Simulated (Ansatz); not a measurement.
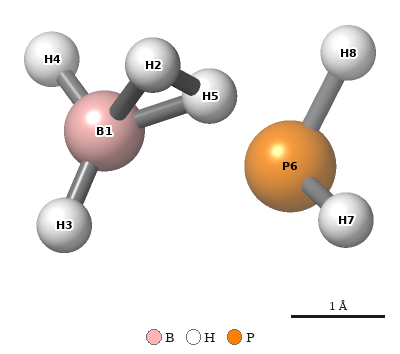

Starting structure of BPH₆. Style: ball-and-stick. Shown at a tilt.

The reaction that was planned forms B1–P6, H2–H5 and breaks B1–H2, H5–P6 (atoms numbered from 1 in input order).

The calculation used Ansatz, RKS PBE0-D4/def2-SVP.

Input
```yaml
crystal:
  periodic: [false, false, false]
  atoms:
    - {symbol: B, position_ang: [-0.763000, -0.333700, -0.539000]}
    - {symbol: H, position_ang: [-0.079800, -1.430100, 0.247700]}
    - {symbol: H, position_ang: [-0.504700, -0.503500, -1.663900]}
    - {symbol: H, position_ang: [-1.840400, -0.197000, -0.114900]}
    - {symbol: H, position_ang: [0.213300, -0.493600, 0.324600]}
    - {symbol: P, position_ang: [0.549900, 1.298900, 0.222000]}
    - {symbol: H, position_ang: [1.788600, 0.708700, -0.053900]}
    - {symbol: H, position_ang: [0.636100, 0.950300, 1.577300]}
basis:
  gaussian: {orbitals: def2-SVP}
hamiltonian: {xc: pbe0, dispersion: d4}
relax: {f_tol: 0.08, max_steps: 120, escape_saddle: false, constraints: [{distance: [0, 5]}, {distance: [1, 4]}, {distance: [0, 1]}, {distance: [4, 5]}]}
```

Command:
```bash
ansatz run in.yaml --threads 2 --pin off --events-out ev --progress --plain --max-ram 4352MiB
```

What does the optimiser find from here?

The energy falls by 7.14 kJ/mol in 2 geometry steps. The largest force component goes from 0.82 to 0.065 eV/Å. The atom that moves furthest after the best rigid fit is H4 (0.073 Å). By element the largest moves are H 0.073 Å, B 0.026 Å, P 0.010 Å. Near-neighbour distances that change, for instance: B1–H3 1.167 → 1.203 Å, B1–H5 1.313 → 1.346 Å, P6–H7 1.400 → 1.428 Å. Among the angles between lasting bonds that change: H3–B1–H4 124.9° → 129.9°, H4–B1–H5 117.5° → 114.5°, H3–B1–H5 116.9° → 114.2°. Cost: 3.5 s on 2 threads of Intel Xeon Platinum 8375C @ 2.90GHz, with other jobs on the host.

Final geometry:

```xyz
8

B    -0.7695   -0.3143   -0.5543
H    -0.0886   -1.4134    0.2305
H    -0.4783   -0.5345   -1.7001
H    -1.8518   -0.1916   -0.0429
H     0.2414   -0.4901    0.3165
P     0.5516    1.3073    0.2161
H     1.8089    0.6900   -0.0643
H     0.5864    0.9466    1.5984
```

After the run, drawn alike:

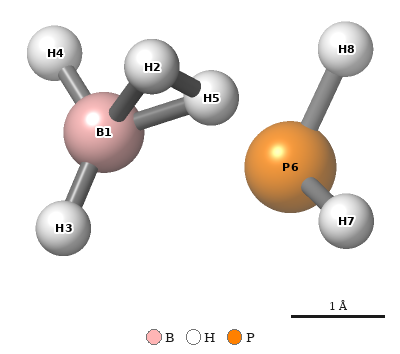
